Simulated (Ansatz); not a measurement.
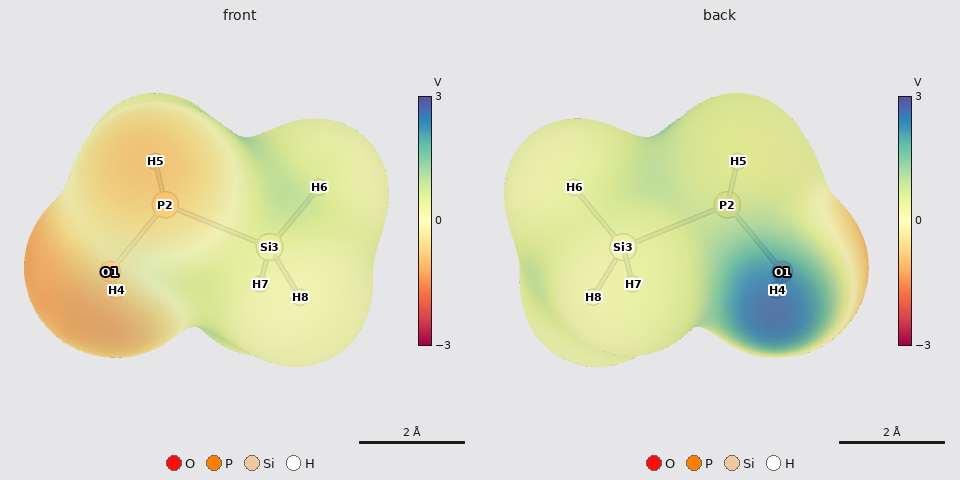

Figure 1: H₅OPSi (SMILES OP[SiH3]). The molecular electrostatic potential painted on the density surface at 0.002 e/bohr³, seen from the front and from behind; red is negative and blue positive.

Level of theory: Ansatz, RKS PBE/def2-mTZVP.

```xyz
8

O    -1.1438    0.2165   -1.4298
P    -0.2809    1.1022   -0.2678
Si   -0.8726    3.2618   -0.7761
H    -2.0725    0.5084   -1.5119
H    -1.1944    1.0481    0.8554
H    -0.5590    4.1390    0.3992
H    -2.3398    3.3632   -1.0893
H    -0.1000    3.7372   -1.9656
```

Describe the electrostatic potential map.

The most negative region (about −1.2 V) lies over O1, the most positive (about +2.6 V) over H4. O1 is the likeliest acceptor of a hydrogen bond.
